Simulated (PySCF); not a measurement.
# CrH4S4 ([Cr(SH)4]-): the cost of one run

Computed with PySCF 2.14.0 and routines of our own; the level stands in each step. Atoms count from 0.

### 1 The system as given

9 atoms, charge -1, states of the metal's open shell are computed; geometry from: model geometry, bond lengths from ionic radii.

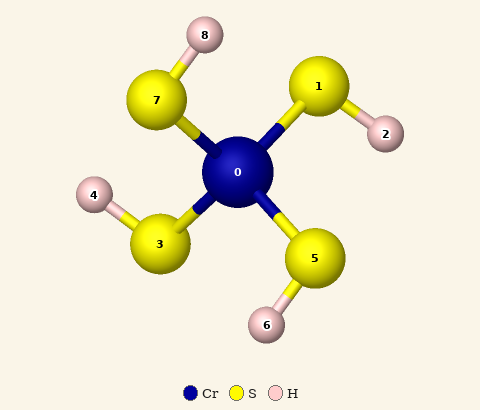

The starting geometry (chromium blue, sulfur yellow, hydrogen pink); sticks join atoms by distance alone.

### 2 Ligand-field states: state-averaged CASSCF in water

What the job is given:

```
{"job": {"kind": "lf", "basis": {"metal": "x2c-TZVPall", "ligand": "x2c-SVPall"}, "nevpt": true, "solvent": "water"}, "charge": -1, "metal": "Cr", "open_shell": "d3"}
Cr     0.000000     0.000000     0.000000
S      1.290378     1.290378     1.290378
H      0.501334     2.368096     1.434716
S     -1.290378    -1.290378     1.290378
H     -0.501334    -2.368096     1.434716
S     -1.290378     1.290378    -1.290378
H     -2.368096     0.501334    -1.434716
S      1.290378    -1.290378    -1.290378
H      2.368096    -0.501334    -1.434716
```

Method: state-averaged CASSCF of the metal d shell, SC-NEVPT2 on the averaged canonical orbitals, state-interaction spin-orbit coupling.

Launch:

```bash
$ OMP_NUM_THREADS=1 python lf_run.py task.json out
```

One launch serves the whole session: the jobs run in the order shown.

Q: Estimate the wall time and peak memory of this first job on 1 thread of AMD EPYC 7R43, shared host.

About 15 s, with a peak of 0.36 GiB.
